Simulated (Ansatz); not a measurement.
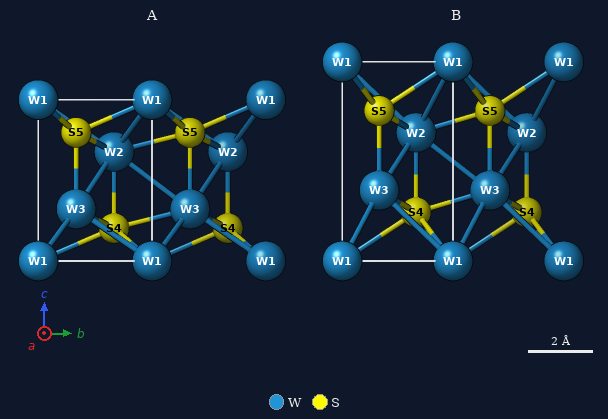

Two geometries of solid W3S2 (built on the A-type sesquioxide_164 type) (coarse preliminary run), drawn at one scale. One is the start of a relaxation, the other its converged end. A ball-and-stick model of the cell of the calculation, repeated 1 × 2 × 1 with one cell outlined, seen along the a axis.

The calculation used DFT PBE, scalar-relativistic, plane waves, PAW (Ansatz 0.2.0). Set-up: plane-wave cutoff 420 eV; k-point mesh 6 × 6 × 4; occupations gaussian; smearing width 0.1 eV; collinear spin; cell and atoms relaxed; force threshold 0.04 eV/Å; at most 70 steps.

Which of the two is the end point?

Structure A is the relaxed one. Case: A-type sesquioxide type (P-3m1, No. 164). The largest moves relative to the cell, 0.21 Å, are those of S4 and S5. S4 goes along −c. Largest moves by element: S 0.21 Å, W 0.17 Å. Cell: a = b 4.029 → 4.139 Å (+2.7 %), c 6.269 → 5.079 Å (−19.0 %). Volume −14.5 %. Near-neighbour distances that change, for instance: W2–S4 3.761 → 2.670 Å, W1–W2 3.219 → 2.896 Å, W1–S4 2.787 → 2.603 Å, W2–S4 (another image) 2.507 → 2.409 Å. New bonds form: W2–S4 (3.76 → 2.67 Å), W3–S5 (3.76 → 2.67 Å). The space group stays P-3m1 (No. 164). After 12 accepted moves (14 points after the start) the energy has fallen by 184 meV per atom. Largest force component: 0.63 eV/Å at the start, 0.017 eV/Å at the end. The pressure goes from −17.11 to −0.04 GPa. The line search rejected the trial step at point 11 of the run. At 1 point the geometry stayed and the basis and grid were re-selected for the new cell (energy shift of 0.2 meV per atom at most each time). The program noted that the starting moments weren't kept.
